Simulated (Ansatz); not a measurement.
# CH₄BFN₂: a spread of methods and bases

Aim: run CH₄BFN₂ under a spread of inputs, and see what each costs and gives.

Computed with Ansatz 0.2.0, Gaussian basis. Level: the settings change from run to run.

### 1 The molecule

The structure was relaxed beforehand with PBE0-D4 in a triple-zeta def2 set.

SMILES `N=C(N)BF`, 9 atoms, charge 0, spin multiplicity 1.

Atoms are counted from 1 here; the program's logs count them from 0.

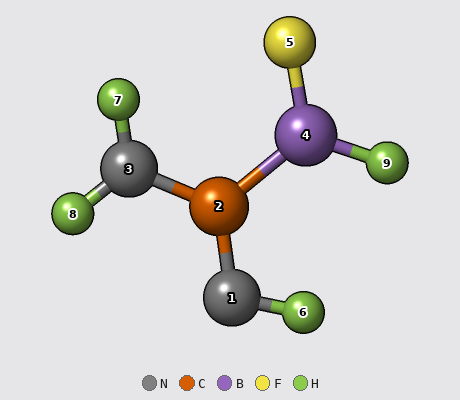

The structure; nitrogen grey, carbon orange, boron purple, fluorine yellow, hydrogen green; atoms are numbered from 1 in the order of the file.

### 2 revPBE0/def2-TZVPD

Set apart from the defaults: coordinates scaled by 0.92, D3(BJ) with three-body dispersion.

Contents of in.yaml:

```yaml
crystal:
  periodic: [false, false, false]
  atoms:
    - {symbol: N, position_ang: [0.335619, 0.277665, -1.422994]}
    - {symbol: C, position_ang: [0.109306, -0.075688, -0.318438]}
    - {symbol: N, position_ang: [0.433643, -1.222702, 0.063555]}
    - {symbol: B, position_ang: [-0.553111, 0.790979, 0.628121]}
    - {symbol: F, position_ang: [-0.687206, 0.434707, 1.783757]}
    - {symbol: H, position_ang: [-0.001178, 1.140404, -1.553376]}
    - {symbol: H, position_ang: [0.415812, -1.430441, 0.962290]}
    - {symbol: H, position_ang: [0.959257, -1.741037, -0.495356]}
    - {symbol: H, position_ang: [-0.930725, 1.783517, 0.336709]}
basis:
  gaussian: {orbitals: def2-TZVPD}
hamiltonian: {xc: {name: revPBE0}, dispersion: d3bjatm}
```

Started as:

```bash
$ ansatz run in.yaml --threads 2 --pin off --events-out ev --progress --plain --max-ram 4352MiB
```

What it wrote:

```text
Functional definition: revPBE0
  name "revPBE0"
  cite "Zhang & Yang, Phys. Rev. Lett. 80, 890 (1998) doi:10.1103/PhysRevLett.80.890"
  cite "Adamo & Barone, J. Chem. Phys. 110, 6158 (1999) doi:10.1063/1.478522"
  cite "Perdew, Burke & Ernzerhof, Phys. Rev. Lett. 77, 3865 (1996) doi:10.1103/PhysRevLett.77.3865"
  parameter a = 0.25
  parameter kappa = 1.245
  parameter beta = 0.06672455060314922
  exchange = (1 - a)*pbe_x(kappa = kappa, mu = beta*pi^2/3) + a*exact_x
  correlation = pbe_c(beta = beta)
1098 factors; their error is unknown
mean field evaluation 1: about -7464.5204 eV, gradient 7.1e1 eV
mean field evaluation 2: about -7455.6315 eV, gradient 9.1e1 eV
mean field evaluation 4: about -7473.5517 eV, gradient 8.3e0 eV
mean field evaluation 8: about -7473.6756 eV, gradient 2.0e-1 eV
mean field evaluation 16: about -7473.6909 eV, gradient 1.5e-4 eV
mean field -7473.69093066 eV, -274.6530758523 hartree, gradient 2.6e-5 eV, S^2 0.000000; 0 other end points of the search recorded, 0 dependent functions left out
reference -7473.69097652 eV, -274.6530775376 hartree; 19, 19 occupied and 205, 205 virtual orbitals, 1098 factors
Total energy: -7474.06105983 eV, -274.6666778483 hartree
```

It took 2.9 s on 2 threads of AMD EPYC 7B13, shared host; peak memory 0.38 GiB.

### 3 wPBEh/cc-pVTZ

Set apart from the defaults: a grid of angular degree 47, the search for lower states set to light.

Contents of in.yaml:

```yaml
crystal:
  periodic: [false, false, false]
  atoms:
    - {symbol: N, position_ang: [0.364804, 0.301810, -1.546732]}
    - {symbol: C, position_ang: [0.118811, -0.082269, -0.346129]}
    - {symbol: N, position_ang: [0.471351, -1.329024, 0.069081]}
    - {symbol: B, position_ang: [-0.601208, 0.859760, 0.682740]}
    - {symbol: F, position_ang: [-0.746963, 0.472508, 1.938866]}
    - {symbol: H, position_ang: [-0.001280, 1.239570, -1.688452]}
    - {symbol: H, position_ang: [0.451970, -1.554828, 1.045967]}
    - {symbol: H, position_ang: [1.042671, -1.892432, -0.538431]}
    - {symbol: H, position_ang: [-1.011657, 1.938606, 0.365988]}
basis:
  gaussian: {orbitals: cc-pVTZ, final_grid: {core_spheres: 20, valence_spheres: 16, degree: 47}}
hamiltonian: {xc: {name: wPBEh}}
scf: {lower_state_search: light}
```

The command is unchanged.

What it wrote, shortened:

```text
Functional definition: wPBEh
  name "wPBEh"
  cite "Heyd, Scuseria & Ernzerhof, J. Chem. Phys. 118, 8207 (2003) doi:10.1063/1.1564060"
  cite "Krukau, Vydrov, Izmaylov & Scuseria, J. Chem. Phys. 125, 224106 (2006) doi:10.1063/1.2404663"
  cite "Heyd & Scuseria, J. Chem. Phys. 120, 7274 (2004) doi:10.1063/1.1668634"
  cite "Ernzerhof & Perdew, J. Chem. Phys. 109, 3313 (1998) doi:10.1063/1.476928"
  cite "Perdew, Burke & Ernzerhof, Phys. Rev. Lett. 77, 3865 (1996) doi:10.1103/PhysRevLett.77.3865"
  parent pbe
[...]
1127 factors; their error is unknown
98 factors; integrals over basis functions are off by at most 3.9e-7 eV
[...]
mean field -7471.62543383 eV, -274.5771702435 hartree, gradient 5.4e-5 eV, S^2 0.000000; 0 other end points of the search recorded, 0 dependent functions left out
reference -7471.62546990 eV, -274.5771715691 hartree; 19, 19 occupied and 187, 187 virtual orbitals, 1127 factors
Total energy: -7471.62546990 eV, -274.5771715691 hartree
```

Run time: 3.7 s. Hardware: 2 threads of AMD EPYC 7B13, shared host; peak memory 0.37 GiB.

### 4 SPW92/ANO-RCC-VTZP

This run has coordinates scaled by 1.05.

Contents of in.yaml:

```yaml
crystal:
  periodic: [false, false, false]
  atoms:
    - {symbol: N, position_ang: [0.383044, 0.316901, -1.624069]}
    - {symbol: C, position_ang: [0.124752, -0.086383, -0.363435]}
    - {symbol: N, position_ang: [0.494919, -1.395476, 0.072535]}
    - {symbol: B, position_ang: [-0.631268, 0.902748, 0.716877]}
    - {symbol: F, position_ang: [-0.784311, 0.496133, 2.035810]}
    - {symbol: H, position_ang: [-0.001344, 1.301548, -1.772874]}
    - {symbol: H, position_ang: [0.474568, -1.632569, 1.098265]}
    - {symbol: H, position_ang: [1.094804, -1.987053, -0.565352]}
    - {symbol: H, position_ang: [-1.062240, 2.035536, 0.384287]}
basis:
  gaussian: {orbitals: ANO-RCC-VTZP}
hamiltonian: {xc: {name: SPW92}}
```

Launched as before.

What it wrote:

```text
Functional definition: SPW92
  name "SPW92"
  cite "Dirac, Proc. Camb. Phil. Soc. 26, 376 (1930) doi:10.1017/S0305004100016108"
  cite "Slater, Phys. Rev. 81, 385 (1951) doi:10.1103/PhysRev.81.385"
  cite "Perdew & Wang, Phys. Rev. B 45, 13244 (1992) doi:10.1103/PhysRevB.45.13244"
  exchange = slater_x
  correlation = pw_c
1394 factors; their error is unknown
mean field evaluation 1: about -7413.3560 eV, gradient 7.7e1 eV
mean field evaluation 2: about -7325.6899 eV, gradient 1.7e2 eV
mean field evaluation 4: about -7422.3624 eV, gradient 3.5e1 eV
mean field evaluation 8: about -7424.8016 eV, gradient 2.9e-1 eV
mean field evaluation 16: about -7424.7700 eV, gradient 2.0e-3 eV
mean field -7424.77001045 eV, -272.8552651942 hartree, gradient 6.3e-5 eV, S^2 0.000000; 0 other end points of the search recorded, 0 dependent functions left out
reference -7424.77007284 eV, -272.8552674871 hartree; 19, 19 occupied and 187, 187 virtual orbitals, 1394 factors
Total energy: -7424.77007284 eV, -272.8552674871 hartree
Relativity: scalar
```

Wall time 2.9 s (2 threads of AMD EPYC 7B13, shared host); peak memory 0.31 GiB.

### 5 wB97X-V/cc-pVTZ-DK

Set apart from the defaults: charge -1, multiplicity 2, atoms shaken by 0.15 Å, the search for lower states set to light.

Contents of in.yaml:

```yaml
crystal:
  periodic: [false, false, false]
  atoms:
    - {symbol: N, position_ang: [0.539803, 0.244790, -1.491672]}
    - {symbol: C, position_ang: [0.305810, -0.058340, -0.254009]}
    - {symbol: N, position_ang: [0.785690, -1.226271, -0.152914]}
    - {symbol: B, position_ang: [-0.316765, 0.942207, 0.624729]}
    - {symbol: F, position_ang: [-0.595092, 0.336445, 2.044067]}
    - {symbol: H, position_ang: [0.058979, 1.238528, -1.631947]}
    - {symbol: H, position_ang: [0.384701, -1.307581, 0.944050]}
    - {symbol: H, position_ang: [0.979861, -2.057976, -0.547239]}
    - {symbol: H, position_ang: [-1.193521, 1.887631, 0.304429]}
basis:
  gaussian: {orbitals: cc-pVTZ-DK}
total_charge: -1
magnetization: {spin_polarized: true, initial_magnetization: 1}
hamiltonian: {xc: {name: wB97X-V}}
scf: {lower_state_search: light}
output: {forces: true}
```

The command is unchanged.

What it wrote, shortened:

```text
Functional definition: wB97X-V
  name "wB97X-V"
  cite "Mardirossian & Head-Gordon, Phys. Chem. Chem. Phys. 16, 9904 (2014) doi:10.1039/C3CP54374A"
  cite "Becke, J. Chem. Phys. 107, 8554 (1997) doi:10.1063/1.475007"
  cite "Vydrov & Van Voorhis, J. Chem. Phys. 133, 244103 (2010) doi:10.1063/1.3521275"
[...]
      + integral(e_c_pw_opposite_spin*poly(b97_u_opposite, cos0, cos1)) + vv10(b, c)
1120 factors; their error is unknown
243 factors; integrals over basis functions are off by at most 1.6e-5 eV
[...]
mean field -7477.95808933 eV, -274.8098910407 hartree, gradient 7.0e-5 eV, S^2 0.762587; 0 other end points of the search recorded, 0 dependent functions left out
[...]
reference -7477.95808804 eV, -274.8098909936 hartree; 20, 19 occupied and 186, 187 virtual orbitals, 1120 factors
Total energy: -7477.95808804 eV, -274.8098909936 hartree
Relativity: scalar
Atom 0 at     0.539803     0.244790    -1.491672 Å, force    -1.917174     5.549588    -3.638092 eV/Å
Atom 1 at     0.305810    -0.058340    -0.254009 Å, force    -0.396369     4.082969    -6.141548 eV/Å
Atom 2 at     0.785690    -1.226271    -0.152914 Å, force    -0.531539    -3.822248    12.982284 eV/Å
Atom 3 at    -0.316765     0.942207     0.624729 Å, force    -2.540999     0.849445     3.797304 eV/Å
Atom 4 at    -0.595092     0.336445     2.044067 Å, force     0.290388     0.895199    -1.705324 eV/Å
Atom 5 at     0.058979     1.238528    -1.631947 Å, force     1.332409    -2.163612    -0.095306 eV/Å
Atom 6 at     0.384701    -1.307581     0.944050 Å, force     1.983550    -1.710128    -2.912504 eV/Å
Atom 7 at     0.979861    -2.057976    -0.547239 Å, force     0.268235    -2.199619    -2.629046 eV/Å
Atom 8 at    -1.193521     1.887631     0.304429 Å, force     1.511499    -1.481595     0.342234 eV/Å
Dipole moment:     0.074189    -0.713432     0.087220 e Å
```

Wall time 15 s (2 threads of AMD EPYC 7B13, shared host); peak memory 0.72 GiB.

Largest force 13.544 eV/Å, ⟨S²⟩ 0.763.

### 6 PBE0/x2c-TZVPPall

Set apart from the defaults: density fitting with cc-pVTZ-jkfit, D3(BJ) dispersion.

Contents of in.yaml:

```yaml
crystal:
  periodic: [false, false, false]
  atoms:
    - {symbol: N, position_ang: [0.364804, 0.301810, -1.546732]}
    - {symbol: C, position_ang: [0.118811, -0.082269, -0.346129]}
    - {symbol: N, position_ang: [0.471351, -1.329024, 0.069081]}
    - {symbol: B, position_ang: [-0.601208, 0.859760, 0.682740]}
    - {symbol: F, position_ang: [-0.746963, 0.472508, 1.938866]}
    - {symbol: H, position_ang: [-0.001280, 1.239570, -1.688452]}
    - {symbol: H, position_ang: [0.451970, -1.554828, 1.045967]}
    - {symbol: H, position_ang: [1.042671, -1.892432, -0.538431]}
    - {symbol: H, position_ang: [-1.011657, 1.938606, 0.365988]}
basis:
  gaussian: {orbitals: x2c-TZVPPall, fitting: {mean_field: cc-pVTZ-jkfit}}
hamiltonian: {xc: {name: PBE0}, dispersion: d3bj}
output: {forces: true}
```

Launched as before.

What it wrote, shortened:

```text
Functional definition: PBE0
  name "PBE0"
  cite "Adamo & Barone, J. Chem. Phys. 110, 6158 (1999) doi:10.1063/1.478522"
  cite "Perdew, Burke & Ernzerhof, Phys. Rev. Lett. 77, 3865 (1996) doi:10.1103/PhysRevLett.77.3865"
  parent pbe
[...]
515 factors; integrals over basis functions are off by at most 8.3e-1 eV
[...]
mean field -7475.85807832 eV, -274.7327170595 hartree, gradient 4.1e-5 eV, S^2 0.000000; 0 other end points of the search recorded, 0 dependent functions left out
[...]
reference -7475.85810685 eV, -274.7327181082 hartree; 19, 19 occupied and 192, 192 virtual orbitals, 515 factors
Total energy: -7475.98920749 eV, -274.7375359677 hartree
Relativity: scalar
Atom 0 at     0.364804     0.301810    -1.546732 Å, force    -0.008307     0.022624    -0.005259 eV/Å
Atom 1 at     0.118811    -0.082269    -0.346129 Å, force    -0.003683     0.010500     0.004027 eV/Å
Atom 2 at     0.471351    -1.329024     0.069081 Å, force     0.011852    -0.022906    -0.000307 eV/Å
Atom 3 at    -0.601208     0.859760     0.682740 Å, force    -0.004830     0.012332     0.000458 eV/Å
Atom 4 at    -0.746963     0.472508     1.938866 Å, force     0.000960     0.002496    -0.008773 eV/Å
Atom 5 at    -0.001280     1.239570    -1.688452 Å, force     0.012047    -0.038667     0.013153 eV/Å
Atom 6 at     0.451970    -1.554828     1.045967 Å, force     0.004415     0.009897    -0.039422 eV/Å
Atom 7 at     1.042671    -1.892432    -0.538431 Å, force    -0.019920     0.023561     0.029658 eV/Å
Atom 8 at    -1.011657     1.938606     0.365988 Å, force     0.007467    -0.019838     0.006465 eV/Å
Dipole moment:     0.007848    -0.089072     0.330763 e Å
```

Run time: 2.8 s. Hardware: 2 threads of AMD EPYC 7B13, shared host; peak memory 0.3 GiB.

Largest force 0.043 eV/Å, dipole 1.65 D.

### 7 rPW86-PBE/x2c-TZVPPall

Set apart from the defaults: a point charge of 2.00 e beside it, D3(BJ) dispersion.

Edit in.yaml of step 6 so:

```diff
@@ -13,4 +13,3 @@
 basis:
-  gaussian: {orbitals: x2c-TZVPPall, fitting: {mean_field: cc-pVTZ-jkfit}}
-hamiltonian: {xc: {name: PBE0}, dispersion: d3bj}
-output: {forces: true}
+  gaussian: {orbitals: x2c-TZVPPall, point_charges: [{charge: 2.00, position_ang: [5.174, -0.253, -0.808]}]}
+hamiltonian: {xc: {name: rPW86-PBE}, dispersion: d3bj}
```

Launched as before.

What it wrote:

```text
Functional definition: rPW86-PBE
  name "rPW86-PBE"
  cite "Murray, Lee & Langreth, J. Chem. Theory Comput. 5, 2754 (2009) doi:10.1021/ct900365q"
  cite "Perdew, Burke & Ernzerhof, Phys. Rev. Lett. 77, 3865 (1996) doi:10.1103/PhysRevLett.77.3865"
  parent pbe
  exchange = rpw86_x
  correlation = pbe_c
1052 factors; their error is unknown
mean field evaluation 1: about -7485.8762 eV, gradient 8.4e1 eV
mean field evaluation 2: about -7422.4765 eV, gradient 1.6e2 eV
mean field evaluation 4: about -7497.9764 eV, gradient 2.7e1 eV
mean field evaluation 8: about -7499.3713 eV, gradient 1.7e-1 eV
mean field evaluation 16: about -7499.3526 eV, gradient 5.5e-4 eV
mean field -7499.35264497 eV, -275.5961264590 hartree, gradient 4.1e-5 eV, S^2 0.000000; 0 other end points of the search recorded, 0 dependent functions left out
reference -7499.35274759 eV, -275.5961302299 hartree; 19, 19 occupied and 192, 192 virtual orbitals, 1052 factors
Total energy: -7499.50834893 eV, -275.6018484740 hartree
Relativity: scalar
```

Wall time 5.5 s (2 threads of AMD EPYC 7B13, shared host); peak memory 0.27 GiB.

### 8 PBE0-DH/def2-TZVPP

This run has high accuracy.

Edit in.yaml of step 7 so:

```diff
@@ -13,3 +13,4 @@
 basis:
-  gaussian: {orbitals: x2c-TZVPPall, point_charges: [{charge: 2.00, position_ang: [5.174, -0.253, -0.808]}]}
-hamiltonian: {xc: {name: rPW86-PBE}, dispersion: d3bj}
+  gaussian: {orbitals: def2-TZVPP}
+hamiltonian: {xc: {name: PBE0-DH}}
+accuracy: high
```

Launched as before.

What it wrote, shortened:

```text
Functional definition: PBE0-DH
  name "PBE0-DH"
  cite "Brémond & Adamo, J. Chem. Phys. 135, 024106 (2011) doi:10.1063/1.3604569"
  cite "Perdew, Burke & Ernzerhof, Phys. Rev. Lett. 77, 3865 (1996) doi:10.1103/PhysRevLett.77.3865"
[...]
3728 factors; integrals over basis functions are off by at most 1.6e-8 eV
[...]
mean field -7467.48225413 eV, -274.4249111980 hartree, gradient 5.5e-8 eV, S^2 0.000000; 0 other end points of the search recorded, 0 dependent functions left out
5 core orbitals not correlated: weight in the atoms' cores, before any rotation towards them, 1.000 or more for the frozen orbitals, at most 0.000 for the correlated occupied ones
reference -7467.48225607 eV, -274.4249112693 hartree; 14, 14 occupied and 192, 192 virtual orbitals, 3728 factors
second order -30.32359658 eV of doubles, -0.00000000 eV of singles
Total energy: -7471.27270564 eV, -274.5642077218 hartree
```

Run time: 19 s. Hardware: 2 threads of AMD EPYC 7B13, shared host; peak memory 1.2 GiB.

### 9 BHLYP/x2c-TZVPPall

This run has charge -1, multiplicity 2, coordinates scaled by 1.12.

Contents of in.yaml:

```yaml
crystal:
  periodic: [false, false, false]
  atoms:
    - {symbol: N, position_ang: [0.408580, 0.338027, -1.732340]}
    - {symbol: C, position_ang: [0.133068, -0.092142, -0.387664]}
    - {symbol: N, position_ang: [0.527914, -1.488507, 0.077371]}
    - {symbol: B, position_ang: [-0.673352, 0.962931, 0.764669]}
    - {symbol: F, position_ang: [-0.836598, 0.529209, 2.171530]}
    - {symbol: H, position_ang: [-0.001434, 1.388318, -1.891066]}
    - {symbol: H, position_ang: [0.506206, -1.741407, 1.171483]}
    - {symbol: H, position_ang: [1.167791, -2.119524, -0.603042]}
    - {symbol: H, position_ang: [-1.133056, 2.171239, 0.409906]}
basis:
  gaussian: {orbitals: x2c-TZVPPall}
total_charge: -1
magnetization: {spin_polarized: true, initial_magnetization: 1}
hamiltonian: {xc: {name: BHLYP}}
output: {forces: true}
```

Launched as before.

What it wrote, shortened:

```text
Functional definition: BHLYP
  name "BHLYP"
  cite "Becke, J. Chem. Phys. 98, 1372 (1993) doi:10.1063/1.464304"
  cite "Becke, Phys. Rev. A 38, 3098 (1988) doi:10.1103/PhysRevA.38.3098"
  cite "Lee, Yang & Parr, Phys. Rev. B 37, 785 (1988) doi:10.1103/PhysRevB.37.785"
[...]
1180 factors; their error is unknown
[...]
mean field -7477.55878346 eV, -274.7952168207 hartree, gradient 4.6e-5 eV, S^2 0.775617; 0 other end points of the search recorded, 0 dependent functions left out
[...]
reference -7477.55896602 eV, -274.7952235296 hartree; 20, 19 occupied and 191, 192 virtual orbitals, 1180 factors
Total energy: -7477.55896602 eV, -274.7952235296 hartree
Relativity: scalar
Atom 0 at     0.408580     0.338027    -1.732340 Å, force    -1.697462     0.387608     4.127673 eV/Å
Atom 1 at     0.133068    -0.092142    -0.387664 Å, force    -0.462243     2.247815    -0.577564 eV/Å
Atom 2 at     0.527914    -1.488507     0.077371 Å, force     0.880054    -0.025605    -0.479240 eV/Å
Atom 3 at    -0.673352     0.962931     0.764669 Å, force     0.934007    -1.278789    -1.054849 eV/Å
Atom 4 at    -0.836598     0.529209     2.171530 Å, force     0.256941     0.707486    -2.430415 eV/Å
Atom 5 at    -0.001434     1.388318    -1.891066 Å, force     1.182171    -3.632241     1.237050 eV/Å
Atom 6 at     0.506206    -1.741407     1.171483 Å, force     0.255227     1.327974    -4.261496 eV/Å
Atom 7 at     1.167791    -2.119524    -0.603042 Å, force    -2.220953     2.565461     2.684013 eV/Å
Atom 8 at    -1.133056     2.171239     0.409906 Å, force     0.872258    -2.299709     0.754829 eV/Å
Dipole moment:     0.206055    -0.506870     0.328416 e Å
```

Run time: 7.5 s. Hardware: 2 threads of AMD EPYC 7B13, shared host; peak memory 0.54 GiB.

Largest force 4.480 eV/Å, ⟨S²⟩ 0.776.

### 10 B97/def2-TZVP

Options: the search for lower states set to light.

Contents of in.yaml:

```yaml
crystal:
  periodic: [false, false, false]
  atoms:
    - {symbol: N, position_ang: [0.364804, 0.301810, -1.546732]}
    - {symbol: C, position_ang: [0.118811, -0.082269, -0.346129]}
    - {symbol: N, position_ang: [0.471351, -1.329024, 0.069081]}
    - {symbol: B, position_ang: [-0.601208, 0.859760, 0.682740]}
    - {symbol: F, position_ang: [-0.746963, 0.472508, 1.938866]}
    - {symbol: H, position_ang: [-0.001280, 1.239570, -1.688452]}
    - {symbol: H, position_ang: [0.451970, -1.554828, 1.045967]}
    - {symbol: H, position_ang: [1.042671, -1.892432, -0.538431]}
    - {symbol: H, position_ang: [-1.011657, 1.938606, 0.365988]}
basis:
  gaussian: {orbitals: def2-TZVP}
hamiltonian: {xc: {name: B97}}
scf: {lower_state_search: light}
```

Launched as before.

What it wrote, shortened:

```text
Functional definition: B97
  name "B97"
  cite "Becke, J. Chem. Phys. 107, 8554 (1997) doi:10.1063/1.475007"
[...]
      + integral(e_c_pw_opposite_spin*poly(b97_u_opposite, cos0, cos1, cos2))
991 factors; their error is unknown
[...]
mean field -7477.07003715 eV, -274.7772557252 hartree, gradient 4.0e-5 eV, S^2 0.000000; 0 other end points of the search recorded, 0 dependent functions left out
reference -7477.07006141 eV, -274.7772566167 hartree; 19, 19 occupied and 160, 160 virtual orbitals, 991 factors
Total energy: -7477.07006141 eV, -274.7772566167 hartree
```

It took 4.4 s on 2 threads of AMD EPYC 7B13, shared host; peak memory 0.4 GiB.

### 11 All runs side by side

| level | charge | multiplicity | geometry | functions | energy (eV) | time |
| --- | --- | --- | --- | --- | --- | --- |
| revPBE0/def2-TZVPD | 0 | 1 | scaled | 224 | -7474.061 | 2.9 s |
| wPBEh/cc-pVTZ | 0 | 1 | relaxed | 206 | -7471.625 | 3.7 s |
| SPW92/ANO-RCC-VTZP | 0 | 1 | scaled | 206 | -7424.770 | 2.9 s |
| wB97X-V/cc-pVTZ-DK | -1 | 2 | shaken | 206 | -7477.958 | 15 s |
| PBE0/x2c-TZVPPall | 0 | 1 | relaxed | 211 | -7475.989 | 2.8 s |
| rPW86-PBE/x2c-TZVPPall | 0 | 1 | relaxed, point charge | 211 | -7499.508 | 5.5 s |
| PBE0-DH/def2-TZVPP | 0 | 1 | relaxed | 211 | -7471.273 | 19 s |
| BHLYP/x2c-TZVPPall | -1 | 2 | scaled | 211 | -7477.559 | 7.5 s |
| B97/def2-TZVP | 0 | 1 | relaxed | 179 | -7477.070 | 4.4 s |

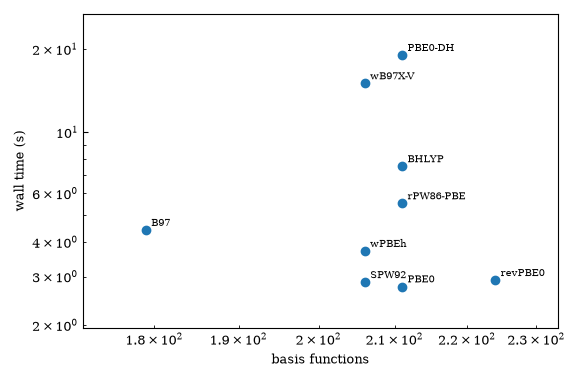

Wall time against the number of basis functions (shared host).

### 12 Outcome

```
                                         quantity                     value
                                             runs                         9
                                         quickest  PBE0/x2c-TZVPPall, 2.8 s
                                          slowest  PBE0-DH/def2-TZVPP, 19 s
spread of total energies, same state and geometry                    5.8 eV
```

What this shows: Run time spans a factor of 7, from PBE0/x2c-TZVPPall to PBE0-DH/def2-TZVPP. The jobs differ in tasks and options as well as level. Total energies at one charge and spin differ by 6 eV between levels, so only differences within one level mean anything. At the PBE0-D4/def2-TZVP geometry and in the same state, runs without warnings or point charges leave forces up to 0.04 eV/Å (PBE0/x2c-TZVPPall).
